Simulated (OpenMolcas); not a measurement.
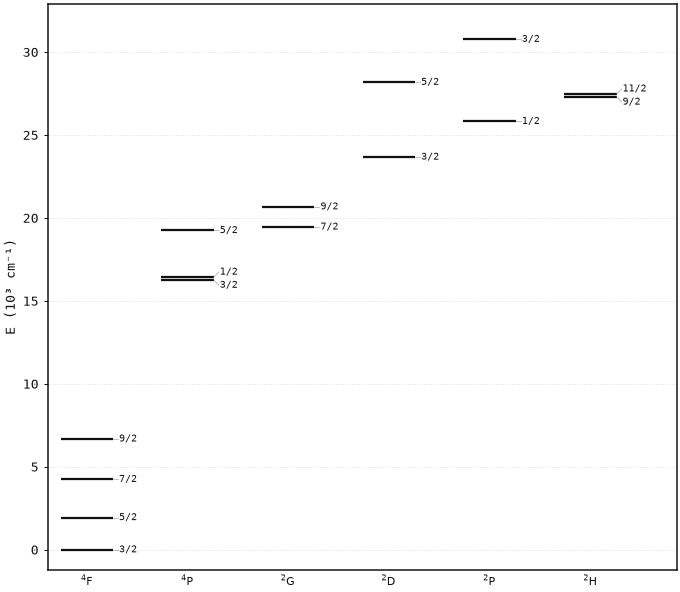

Figure 1. Level diagram of Rh VII (Rh⁶⁺). The lowest level is 4d³ ⁴F₃/₂. The first excited level, 4d³ ⁴F₅/₂, lies at 1,940 cm⁻¹. The ground term spreads over 6,680 cm⁻¹ in the order J = 3/2, 5/2, 7/2, 9/2, a normal multiplet. All levels drawn have even parity, so no electric dipole line joins them. The leading LS term holds 88 % of a level on average, 97 % of the ground level. The ground level has g = 0.410. Spin-orbit coupling puts the ground level 4,440 cm⁻¹ below the lowest spin-free term.

```
Configuration   Level  E (cm⁻¹)  Landé g
          4d³   ⁴F₃/₂         0    0.410
          4d³   ⁴F₅/₂     1,943    1.030
          4d³   ⁴F₇/₂     4,245    1.235
          4d³   ⁴F₉/₂     6,683    1.325
          4d³   ⁴P₃/₂    16,260    1.632
          4d³   ⁴P₁/₂    16,430    2.536
          4d³   ⁴P₅/₂    19,250    1.592
          4d³   ²G₇/₂    19,460    0.894
          4d³   ²G₉/₂    20,680    1.061
          4d³   ²D₃/₂    23,670    1.050
          4d³   ²P₁/₂    25,820    0.801
          4d³   ²H₉/₂    27,310    0.968
          4d³  ²H₁₁/₂    27,460    1.091
          4d³   ²D₅/₂    28,180    1.205
          4d³   ²P₃/₂    30,770    1.175
```

**Run report: Rh⁶⁺, multiconfigurational calculation**

Rh⁶⁺. Computed at this level: state-averaged SS-CASPT2, IPEA shift 0.5, imaginary shift 0.1 hartree, closed shells 4s 4p correlated, active space 3 electrons in the shell 4d, basis ANO-R1, X2C scalar Hamiltonian, spin-orbit coupling by RASSI with atomic mean-field integrals (OpenMolcas).

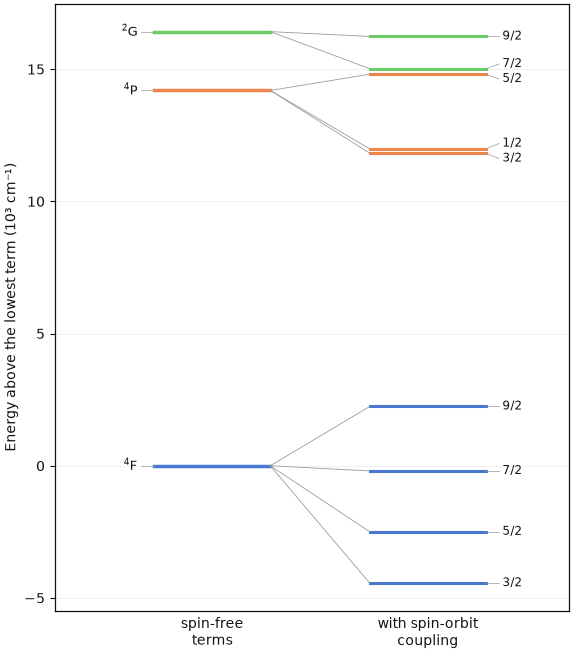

Figure 2. Terms of Rh⁶⁺ without and with spin-orbit coupling; numbers at the right are J. ⁴F (at 0) splits over 6,680 cm⁻¹ into J = 3/2, 5/2, 7/2, 9/2 from the bottom up (normal); ⁴P (at 14,200 cm⁻¹) splits over 2,990 cm⁻¹ into J = 3/2, 1/2, 5/2 from the bottom up (irregular); ²G (at 16,400 cm⁻¹) splits over 1,220 cm⁻¹ into J = 7/2, 9/2 from the bottom up (normal). The ground level lies 4,440 cm⁻¹ below the lowest term.

Input and output of the run follow.

Input file:
```
&GATEWAY
Coord
1

Rh 0.0 0.0 0.0
Basis=ANO-R1
Group=XYZ
NoMove
AngMom=0.0 0.0 0.0
AMFI
&SEWARD
&RASSCF
FileOrb=start.orb
Symmetry=1
Spin=4
nActEl=3 0 0
Inactive=9 9
Ras2=5 0
CIRoot=10 10 1
SDav=10
CIMx=300
Iter=120 100
PrWF=0.3
OrbListing=Nothing
MaxOrb=0
Atom
>>> COPY $Project.JobIph JOB001
&RASSCF
FileOrb=start.orb
Symmetry=1
Spin=2
nActEl=3 0 0
Inactive=9 9
Ras2=5 0
CIRoot=40 40 1
SDav=40
CIMx=300
Iter=120 100
PrWF=0.3
OrbListing=Nothing
MaxOrb=0
Atom
>>> COPY $Project.JobIph JOB002
&RASSI
NrOfJobIphs=2 10 40
1 2 3 4 5 6 7 8 9 10
1 2 3 4 5 6 7 8 9 10 11 12 13 14 15 16 17 18 19 20 21 22 23 24 25 26 27
28 29 30 31 32 33 34 35 36 37 38 39 40
IphNames
JOB001
JOB002
EJob
SpinOrbit
DIPRint=1.0
SOCoupling=1000.0
Subsets=2
MEES
Property=10
'ANGMOM' 1 'ANGMOM' 2 'ANGMOM' 3 'MLTPL  1' 1 'MLTPL  1' 2 'MLTPL  1' 3
'AMFI' 1 'AMFI' 2 'AMFI' 3 'MLTPL  2' 6
SOProperty=3
'ANGMOM' 1 'ANGMOM' 2 'ANGMOM' 3
>>> COPY JOB001 $Project.JobIph
&CASPT2
Multistate=10 1 2 3 4 5 6 7 8 9 10
Frozen=8 6
IPEA=0.5
Imaginary=0.1
MaxIter=60
WThr=0.0 0.3 0.05
PrWF=0.5
NoMix
>>> COPY JOB002 $Project.JobIph
&CASPT2
Multistate=40 1 2 3 4 5 6 7 8 9 10 11 12 13 14 15 16 17 18 19 20 21 22
23 24 25 26 27 28 29 30 31 32 33 34 35 36 37 38 39 40
Frozen=8 6
IPEA=0.5
Imaginary=0.1
MaxIter=60
WThr=0.0 0.3 0.05
PrWF=0.5
NoMix
```

The file start.orb holds starting orbitals from an earlier step. A driver script formed the levels outside the program, from RASSI's spin-orbit matrix and the CASPT2 energies (for multi-state variants, the effective Hamiltonian), averaged over the components of each term or state. The log and the time are those of the CASPT2 step.

Command:
```bash
OMP_NUM_THREADS=1 MOLCAS_MEM=1689 MOLCAS_PROJECT=a pymolcas a.inp > a.log  # once for each step of the input, in one work folder
```

The program's output (extracts):
```
--- CASPT2 ---
Orbital specifications:
      -----------------------

      Symmetry species                           1   2
                                                ag  au
      Frozen orbitals                            8   6
      Inactive orbitals                          1   3
      Active orbitals                            5   0
      Secondary orbitals                         7  10
      Deleted orbitals                           0   0
      Number of basis functions                 21  19
Type of calculation                        MS-CASPT2
      Fock operator                              state-specific
      IPEA shift                                 0.50
      Real shift                                 0.00
      Imaginary shift                            0.10
      The input orbitals will be transformed to quasi-canonical
Reference energy:       -4772.4916736037
      E2 (Non-variational):      -0.1837288242
      Shift correction:          -0.0000608363
      E2 (Variational):          -0.1837896605
      Total energy:           -4772.6754632642
      Residual norm:              0.0000005902
      Reference weight:           0.96837
      Contributions to the CASPT2 correlation energy
      Active & Virtual Only:         -0.0119620863
      One Inactive Excited:          -0.0845346208
      Two Inactive Excited:          -0.0872321170
Reference energy:       -4772.4916736037
      E2 (Non-variational):      -0.1830542451
      Shift correction:          -0.0000599527
      E2 (Variational):          -0.1831141978
      Total energy:           -4772.6747878015
      Residual norm:              0.0000004754
      Reference weight:           0.96863
      Contributions to the CASPT2 correlation energy
      Active & Virtual Only:         -0.0116747564
      One Inactive Excited:          -0.0843247307
      Two Inactive Excited:          -0.0870547580
::    CASPT2 Root  1     Total energy:  -4772.67546326
::    CASPT2 Root  2     Total energy:  -4772.67478780
::    CASPT2 Root  3     Total energy:  -4772.67558307
::    CASPT2 Root  4     Total energy:  -4772.67536792
::    CASPT2 Root  5     Total energy:  -4772.67535529
::    CASPT2 Root  6     Total energy:  -4772.67530943
::    CASPT2 Root  7     Total energy:  -4772.67540061
::    CASPT2 Root  8     Total energy:  -4772.61064569
::    CASPT2 Root  9     Total energy:  -4772.61064572
::    CASPT2 Root 10     Total energy:  -4772.61064569
::    MS-CASPT2 Root  1     Total energy:  -4772.67664767
::    MS-CASPT2 Root  2     Total energy:  -4772.67610237
::    MS-CASPT2 Root  3     Total energy:  -4772.67583132
::    MS-CASPT2 Root  4     Total energy:  -4772.67517856
::    MS-CASPT2 Root  5     Total energy:  -4772.67504455
::    MS-CASPT2 Root  6     Total energy:  -4772.67471585
::    MS-CASPT2 Root  7     Total energy:  -4772.67380731
::    MS-CASPT2 Root  8     Total energy:  -4772.61063651
::    MS-CASPT2 Root  9     Total energy:  -4772.61062938
::    MS-CASPT2 Root 10     Total energy:  -4772.61061095
--- CASPT2 ---
Orbital specifications:
      -----------------------

      Symmetry species                           1   2
                                                ag  au
      Frozen orbitals                            8   6
      Inactive orbitals                          1   3
      Active orbitals                            5   0
      Secondary orbitals                         7  10
      Deleted orbitals                           0   0
      Number of basis functions                 21  19
Type of calculation                        MS-CASPT2
      Fock operator                              state-specific
      IPEA shift                                 0.50
      Real shift                                 0.00
      Imaginary shift                            0.10
      The input orbitals will be transformed to quasi-canonical
Reference energy:       -4772.4107768348
      E2 (Non-variational):      -0.1897746095
      Shift correction:          -0.0000654945
      E2 (Variational):          -0.1898401039
      Total energy:           -4772.6006169388
      Residual norm:              0.0000003499
      Reference weight:           0.96687
      Contributions to the CASPT2 correlation energy
      Active & Virtual Only:         -0.0131350794
      One Inactive Excited:          -0.0882176116
      Two Inactive Excited:          -0.0884219185
Reference energy:       -4772.4107768348
      E2 (Non-variational):      -0.1894836336
      Shift correction:          -0.0000653878
      E2 (Variational):          -0.1895490214
      Total energy:           -4772.6003258562
      Residual norm:              0.0000003529
      Reference weight:           0.96696
      Contributions to the CASPT2 correlation energy
      Active & Virtual Only:         -0.0132273653
      One Inactive Excited:          -0.0880112859
      Two Inactive Excited:          -0.0882449824
::    CASPT2 Root  1     Total energy:  -4772.60061694
::    CASPT2 Root  2     Total energy:  -4772.60032586
::    CASPT2 Root  3     Total energy:  -4772.60051957
::    CASPT2 Root  4     Total energy:  -4772.60079592
::    CASPT2 Root  5     Total energy:  -4772.60029193
::    CASPT2 Root  6     Total energy:  -4772.60086453
::    CASPT2 Root  7     Total energy:  -4772.60048753
::    CASPT2 Root  8     Total energy:  -4772.60022616
::    CASPT2 Root  9     Total energy:  -4772.60045970
::    CASPT2 Root 10     Total energy:  -4772.57540723
::    CASPT2 Root 11     Total energy:  -4772.57465097
::    CASPT2 Root 12     Total energy:  -4772.57491553
::    CASPT2 Root 13     Total energy:  -4772.57451715
::    CASPT2 Root 14     Total energy:  -4772.57417528
::    CASPT2 Root 15     Total energy:  -4772.57462032
::    CASPT2 Root 16     Total energy:  -4772.57438589
::    CASPT2 Root 17     Total energy:  -4772.57444897
::    CASPT2 Root 18     Total energy:  -4772.57353944
::    CASPT2 Root 19     Total energy:  -4772.57599169
::    CASPT2 Root 20     Total energy:  -4772.57594465
::    CASPT2 Root 21     Total energy:  -4772.57457971
::    CASPT2 Root 22     Total energy:  -4772.57461618
::    CASPT2 Root 23     Total energy:  -4772.57517677
::    CASPT2 Root 24     Total energy:  -4772.57361683
::    CASPT2 Root 25     Total energy:  -4772.57360865
::    CASPT2 Root 26     Total energy:  -4772.57361899
::    CASPT2 Root 27     Total energy:  -4772.57354060
::    CASPT2 Root 28     Total energy:  -4772.57355673
::    CASPT2 Root 29     Total energy:  -4772.51228169
::    CASPT2 Root 30     Total energy:  -4772.51235176
```

Results in brief:

| quantity | value |
| --- | --- |
| outcome | converged; degenerate states are split by up to 490 cm⁻¹ |
| lowest level | 4d³ ⁴F₃/₂ |
| first excited level | 4d³ ⁴F₅/₂, 1,943 cm⁻¹ |
| energy of the lowest spin-free term | −4772.67532 hartree |
| energy of the lowest spin-orbit level | −4772.69556 hartree |
| CASPT2 correlation energy | −0.1837 hartree |
| largest spread among components of a term | 489.8 cm⁻¹ |
| lowest reference weight | 0.962 |
| hardware | 1 CPU thread, shared host |
| wall time | 8.1 s |

Notes:

The components of ²H, which symmetry makes degenerate, are split by 490 cm⁻¹ in CASPT2, and those of 4 more by over 50 cm⁻¹. This is an artefact; the levels of such states rest on averages and are uncertain by about as much. The run is of multi-state type; this report uses its single-state energies. Caveats: small basis contracted for the neutral atom, rough for a high charge; only configurations of the active space are included; some levels are strong mixtures of terms (leading term under 70 %).
